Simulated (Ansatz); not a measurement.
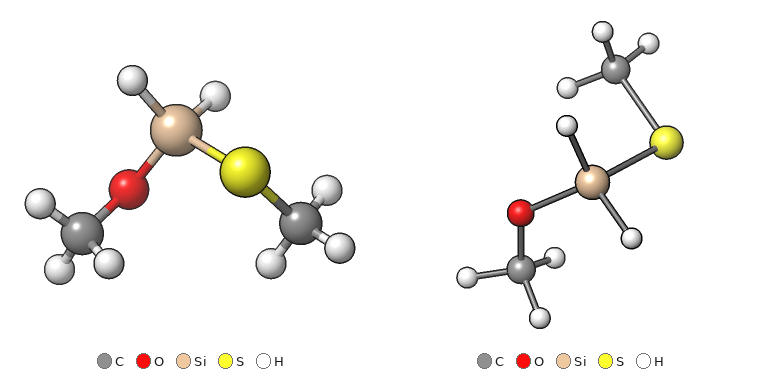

The same structure drawn twice, from different directions.

Computed geometry: PBE0-D4/def2-TZVP optimisation.

What is the molecular formula?

C₂H₈OSSi, 13 atoms: 2 carbon, 8 hydrogen, 1 oxygen, 1 sulfur and 1 silicon.

Name functional groups in it.

Among them: Si–H bond, Si–O bond.

Give the symmetry (Schoenflies symbol).

C1.

How many bonds of each kind are drawn?

6 C–H, 2 Si–H, 1 C–O, 1 O–Si, 1 S–Si, 1 C–S.

Does it have rings?

It has no ring.

More results for the same structure follow; atom numbers are the same in all pictures, views and colours differ.

Shape

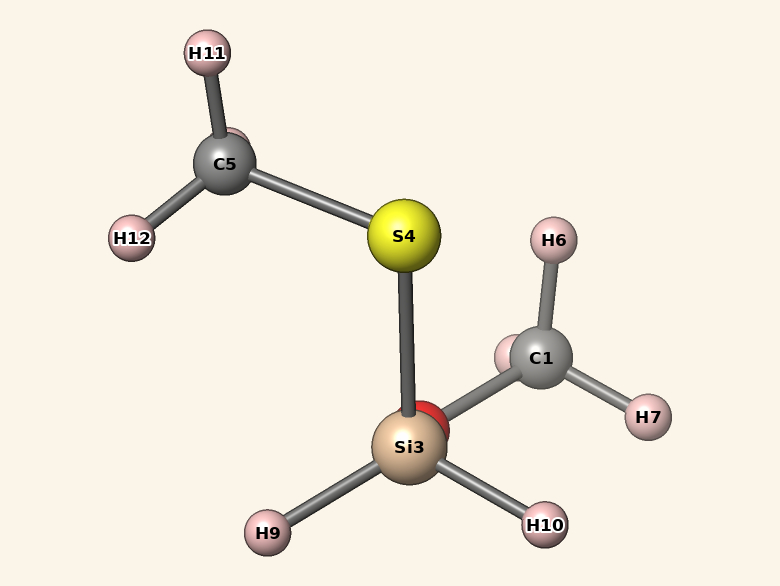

O2 lies behind Si3. The molecule seen nearly along the Si3–O2 bond, Si3 in front. Atoms fade into the background with distance from the viewer.

What is the torsion angle S4–Si3–O2–C1? The sign is positive where the front bond must turn clockwise to cover the back bond.

61°, synclinal (gauche).

Charges

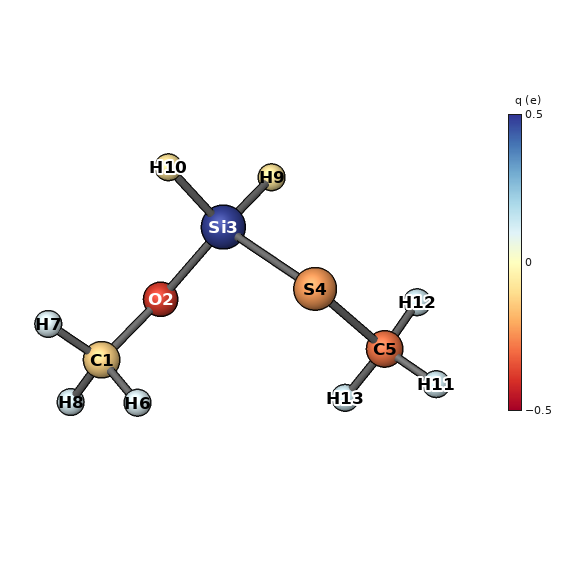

Atoms are coloured by their Mulliken charges. Properties computed with RKS B3LYP-D4/def2-TZVPP (Ansatz 0.2.0).

Which atom carries the highest charge (most positive or least negative)?

Si3 (0.48 e).

And the lowest?

O2 (−0.38 e).

Give the Mulliken charges atom by atom.

```json
{"atom": "C1", "value (e)": "−0.12"}
{"atom": "O2", "value (e)": "−0.38"}
{"atom": "Si3", "value (e)": "0.48"}
{"atom": "S4", "value (e)": "−0.23"}
{"atom": "C5", "value (e)": "−0.28"}
{"atom": "H6", "value (e)": "0.10"}
{"atom": "H7", "value (e)": "0.10"}
{"atom": "H8", "value (e)": "0.11"}
{"atom": "H9", "value (e)": "−0.08"}
{"atom": "H10", "value (e)": "−0.08"}
{"atom": "H11", "value (e)": "0.12"}
{"atom": "H12", "value (e)": "0.13"}
{"atom": "H13", "value (e)": "0.13"}
```

Levels of theory compared

Program: Ansatz 0.2.0.

Compare HOMO energy (eV), vertical IP (eV) at these levels: B3LYP-D4/def2-TZVPP; PBE-D4/def2-TZVPP; PBE0-D4/def2-TZVPP; r2SCAN-D4/def2-TZVPP; ωB97M-V/def2-TZVPP; ωB97X-V/def2-TZVPP.

```
               level  HOMO energy (eV)  vertical IP (eV)
 B3LYP-D4/def2-TZVPP             −6.81              9.23
   PBE-D4/def2-TZVPP             −5.85              8.97
  PBE0-D4/def2-TZVPP             −7.06              9.18
r2SCAN-D4/def2-TZVPP             −6.10              9.07
  ωB97M-V/def2-TZVPP             −9.26              9.28
  ωB97X-V/def2-TZVPP             −9.42              9.27
```

Vibrations

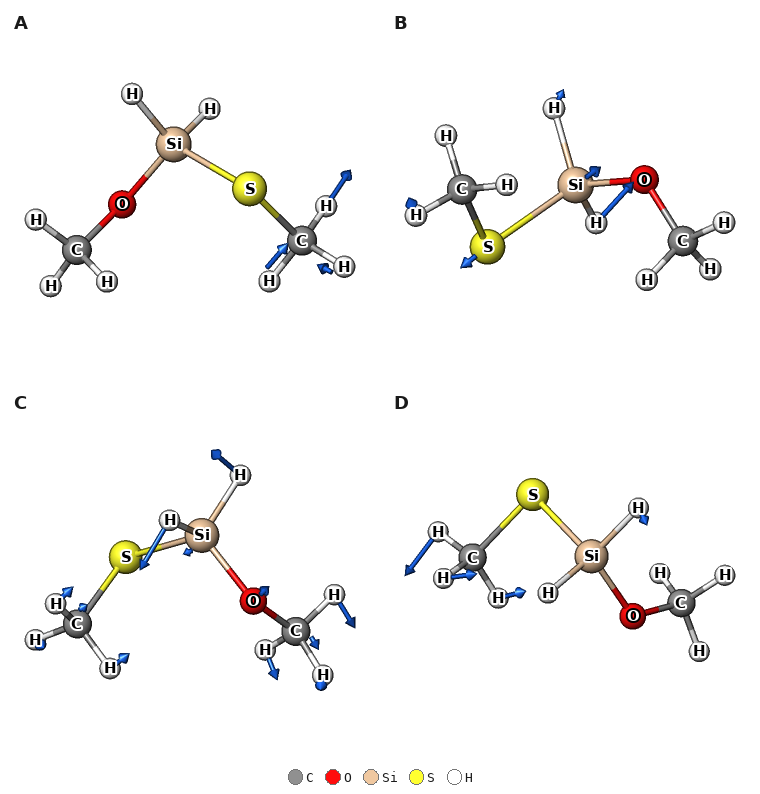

4 normal modes of one molecule or complex, as arrows. Harmonic vibrations computed with RKS PBE0-D4/def2-TZVP (Ansatz 0.2.0) at a stationary point of the same level.

Match the panels to the wavenumbers 214 cm⁻¹, 510 cm⁻¹, 988 cm⁻¹, 3159 cm⁻¹.

A: 3159 cm⁻¹, out-of-phase stretching of 2 C–H bonds
B: 510 cm⁻¹, S–Si stretching
C: 214 cm⁻¹
D: 988 cm⁻¹, H–C–S bending

Mulliken values depend strongly on the basis set and can even reverse the polarity of a bond.
